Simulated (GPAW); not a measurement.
# Core-hole calculation of the Y L₃ edge in YIn (Pm-3m), part 3 of 3

Aim: the near-edge shape at the Y L₃ edge of YIn (Pm-3m), and what the core hole does to it.

GPAW 26.7.0; X-ray absorption from dipole matrix elements to empty bands, plane-wave PAW LDA.

So far. Step 5 (Spectrum with XCH, Y atom 2): Main maxima below 30 eV (height): 1.0 eV (3.20), 3.6 eV (2.12), 14.8 eV (0.80), 20.4 eV (0.61) and 27.6 eV (0.59).  Step 6 (Spectrum with FCH, Y atom 2): The scaled spectrum changes by 6 % r.m.s. The highest intensity below 24 eV goes from 1.0 eV (3.20) to 1.0 eV (3.33).

### 8. Spectrum with XCH, Y atom 2

A test of how far the result depends on this setting.

Changed against the first core-hole run: cutoff (eV) to 300.

File xas.py:

```python
import numpy as np
from ase import Atoms
from ase.parallel import parprint, paropen
from gpaw import GPAW, PW, FermiDirac, Mixer, MixerDif, setup_paths
from gpaw.test import gen
setup_paths.insert(0, '.')
gen('Y', name='fch2p', xcname='LDA', corehole=(2, 1, 1), write_xml=True)
from gpaw.mpi import world
world.barrier()

atoms = Atoms('In4Y4',
    cell=[[3.81, 3.81, 3.81],
     [-3.81, 3.81, -3.81],
     [-3.81, 3.81, 3.81]],
    scaled_positions=[[0, 0, 0],
     [0.5, 0.5, 0],
     [0, 0.5, 0.5],
     [0.5, 0, 0.5],
     [0.5, 0, 0],
     [0, 0.5, 0],
     [0.5, 0.5, 0.5],
     [0, 0, 0.5]],
    pbc=True)
atoms.calc = calc = GPAW(legacy_gpaw=True, mode=PW(300), xc='LDA', setups={4: 'fch2p'},
    kpts={'size': (5, 5, 5), 'gamma': True}, occupations=FermiDirac(0.1),
    charge=-1, mixer=Mixer(0.1, 5, 50), maxiter=150,
    convergence={'density': 0.0001}, txt='scf.txt')
energy = atoms.get_potential_energy() + calc.get_reference_energy()
ef = calc.get_fermi_level()
out = dict(energy=energy, fermi=ef, forces=atoms.get_forces().tolist())
parprint(f'all-electron energy {energy:.4f} eV, Fermi level {ef:.4f} eV')
ev = np.array([[calc.get_eigenvalues(k, s) for k in range(len(calc.get_ibz_k_points()))] for s in range(calc.get_number_of_spins())])
out['homo'], out['lumo'], out['counts'] = ev[ev < ef].max(), ev[ev > ef].min(), sorted(set((ev < ef).sum((0, 2)).tolist()))
out['filled'] = (ev[:, 0] < ef).sum(1).tolist()

from ase.units import Ha
from gpaw.xas import dipole_matrix_elements
nb = int(calc.get_number_of_electrons() / 2) + 154
top, nb = nb, nb + 8 + nb // 12
nscf = calc.fixed_density(kpts={'size': (5, 5, 5), 'gamma': True}, nbands=nb,
    convergence={'bands': top, 'eigenstates': 1e-5}, maxiter=60, txt='nscf.txt')
cell = atoms.cell.array
ops = [cell.T @ U.T @ np.linalg.inv(cell.T) for U in nscf.wfs.kd.symmetry.op_scc]
E = np.arange(-6, 34, 0.1)
fwhm = np.interp(E, [4, 25], [1.5, 3.5])
Y, X, zero, highest = 0, 0, 1e9, 1e9
for spin in range(nscf.get_number_of_spins()):
    wfs = nscf.wfs
    A = dipole_matrix_elements(wfs.setups[4])
    eps = np.zeros((wfs.kd.nibzkpts, nb))
    d = np.zeros((3, A.shape[1], wfs.kd.nibzkpts, nb), complex)
    for kpt in wfs.kpt_u:
        if kpt.s == spin and 4 in kpt.P_ani:
            eps[kpt.k] = kpt.eps_n * Ha
            d[:, :, kpt.k] = (kpt.weight * wfs.nspins / 2) ** 0.5 * np.inner(A, kpt.P_ani[4])
    world.sum(eps)
    world.sum(d)
    T = np.einsum('amkn,bmkn->abkn', d, d.conj()).real
    T = sum(np.einsum('ai,ijkn,bj->abkn', R, T, R) for R in ops) / len(ops)
    empty = eps > ef
    zero, highest = min(zero, eps[empty].min()), min(highest, eps[:, top - 1].min())
    lines = [(eps, T, empty)] if spin == 0 else lines + [(eps, T, empty)]
for eps, T, empty in lines:
    f = np.einsum('aakn->akn', T).reshape(3, -1)
    x = eps.ravel() - zero
    w = np.interp(x, E, fwhm) / 2.35482
    g = np.exp(-0.5 * ((E[:, None] - x) / w) ** 2) / (w * (2 * np.pi) ** 0.5)
    Y = Y + (f * empty.ravel()) @ g.T
    X = X + (f * ~empty.ravel()) @ g.T
out.update(E=E.round(2).tolist(), xas=Y.tolist(), xes=X.tolist(), zero=zero, valid=highest - zero, nk=len(eps), nb=nb)
for i in range(0, len(E), 10):
    parprint(f'{E[i]:7.2f}', *(f'{v:10.3e}' for v in Y[:, i]))
import json
with paropen('out.json', 'w') as f:
    json.dump(out, f)
```

The run is started by

```sh
$ OMP_NUM_THREADS=1 mpirun -n 4 gpaw python xas.py
```

Numbers of over 12 decimals in the logs are rounded to 6 here.

The log of the run:

```text
Input parameters:
  charge: -1
  convergence: {density: 0.0001}
  kpts: {gamma: True,
         size: (5, 5, 5)}
  maxiter: 150
  mixer: {backend: pulay,
          beta: 0.1,
          method: separate,
          nmaxold: 5,
          weight: 50}
  mode: {ecut: 300.0,
         name: pw}
  occupations: {fixmagmom: False,
                name: fermi-dirac,
                width: 0.1}
  setups: {4: fch2p}

Initialize ...

[...]
*d    :     0.534913
--------------------------------

Diagonalizing with gridspacing h=0.050

state   all-electron     PAW
-------------------------------
4s:      -2.317952    -2.318410
4p:      -1.537864    -1.538528
4d:      -0.465087    -0.465594
*f:                   -0.036509
-------------------------------
all-electron energy -1005229.9025 eV, Fermi level 7.0635 eV
[...]
32.00  9.016e-06  9.016e-06  9.016e-06
  33.00  9.528e-06  9.528e-06  9.528e-06
[key lines of the parts left out:]
Converged after 18 iterations.
Dipole moment: (0.000000, -0.000000, -0.000000) |e|*Ang
Free energy:    -46.599362
Fermi level: 7.06348
```

Run time: 1.8 min. Hardware: 4 MPI ranks of Arm Neoverse V2, shared host; peak memory 0.34 GiB; 7.4 min of CPU time.

```csv
E (eV),first run,this run
-2.0,0.00,0.00
-1.0,0.24,0.24
0.0,1.96,1.95
1.0,3.20,3.19
2.0,2.13,2.14
3.0,1.87,1.86
4.0,1.90,1.90
5.0,1.11,1.11
6.0,1.07,1.07
7.0,0.69,0.70
8.0,0.52,0.52
9.0,0.46,0.46
10.0,0.35,0.35
11.0,0.36,0.36
12.0,0.44,0.44
13.0,0.56,0.56
14.0,0.75,0.75
15.0,0.80,0.80
16.0,0.68,0.68
17.0,0.58,0.58
18.0,0.54,0.54
19.0,0.58,0.58
20.0,0.61,0.61
21.0,0.61,0.61
22.0,0.59,0.59
23.0,0.56,0.56
24.0,0.51,0.52
25.0,0.51,0.51
26.0,0.55,0.55
27.0,0.58,0.59
28.0,0.59,0.59
29.0,0.56,0.56
30.0,0.50,0.50
31.0,0.45,0.45
32.0,0.43,0.43
```

The scaled spectrum changes by 0 % r.m.s. The highest intensity below 24 eV stays at 1.0 eV.

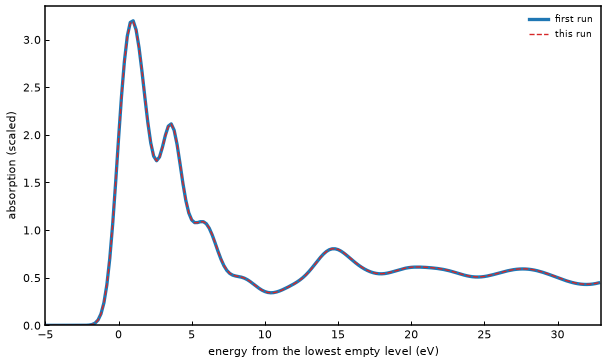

The effect of the change (cutoff (eV) to 300).

The photon energy of the zero moves by +0.03 eV.

### 9. With and without the hole

Both curves are counted from their own zero, so only the shift of weight within the empty states shows.

```csv
E (eV),no hole,XCH
-2.0,0.00,0.00
-1.0,0.07,0.24
0.0,0.73,1.96
1.0,1.52,3.20
2.0,1.73,2.13
3.0,1.76,1.87
4.0,2.24,1.90
5.0,1.80,1.11
6.0,1.29,1.07
7.0,1.20,0.69
8.0,0.86,0.52
9.0,0.63,0.46
10.0,0.47,0.35
11.0,0.40,0.36
12.0,0.43,0.44
13.0,0.54,0.56
14.0,0.75,0.75
15.0,0.88,0.80
16.0,0.80,0.68
17.0,0.66,0.58
18.0,0.59,0.54
19.0,0.61,0.58
20.0,0.67,0.61
21.0,0.67,0.61
22.0,0.65,0.59
23.0,0.62,0.56
24.0,0.58,0.51
25.0,0.56,0.51
26.0,0.58,0.55
27.0,0.62,0.58
28.0,0.64,0.59
29.0,0.62,0.56
30.0,0.56,0.50
31.0,0.49,0.45
32.0,0.47,0.43
```

With each curve scaled to its own mean, the area from −2 to 6 eV with the hole is 13.0 against 10.5, and the centre of weight from −1 to 20 eV moves by -1.2 eV: the hole pulls the absorber's empty states down.

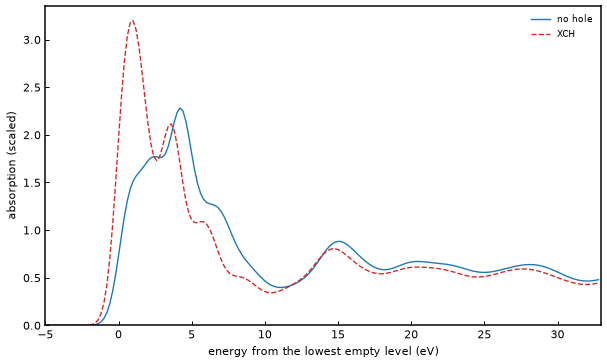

The Y L₃ edge with and without the core hole, each from its own zero; the highest intensity below 24 eV lies at 1.0 eV with the hole.

### 10. Outcome

| Quantity | Value |
| --- | --- |
| absorber and edge | Y L₃, atom 2 of the ground-state input (counted from 1) |
| surroundings | 8 In at 3.30 Å and 6 Y at 3.81 Å (cube and octahedron, as in bcc, site symmetry m-3m) |
| highest intensity below 24 eV | 1.0 eV above the zero, height 3.20 |

The Y L₃ edge of atom 2, with 8 In at 3.30 Å and 6 Y at 3.81 Å (cube and octahedron, as in bcc, site symmetry m-3m), has its highest intensity of the first 24 eV at 1.0 eV above the zero, 3.2 times the mean level of the first 20 eV (Gaussian full width 1.5 eV up to 4 eV, rising linearly to 3.5 eV at 25 eV). With each curve scaled to its own mean, the area from −2 to 6 eV with the hole is 13.0 against 10.5, and the centre of weight from −1 to 20 eV moves by -1.2 eV: the hole pulls the absorber's empty states down. Changing the core hole to FCH alters the shape by 6 % r.m.s., so the result is insensitive to this choice. Changing the cutoff (eV) to 300 alters the shape by 0 % r.m.s., so this setting is converged. Only the L₃ part is meant: spin–orbit coupling of the core level isn't computed and the L₂ copy isn't added. The structure is a published determination, not relaxed.

[Banner, clock and machine lines of the logs are left out without a mark of their own.]

[Logs are printed without paths, hosts, clocks, repeated set-up lines and the standing remarks that a program may print on its own settings, such as how far it seeks lower states.]

[Hosts, paths, dates, database ids (printed as entryN), source tags and the programs' standing remarks are cut or masked in the printed files.]

[Lists of maxima count a maximum above −3 eV only where it reaches 4 % of the highest in the window and stands out from its surroundings by 2 % of it (1.5 % where it reaches 55 %); shoulders and weaker maxima are passed over, and of the rest the first, up to two pre-edge ones and the few strongest are named.]
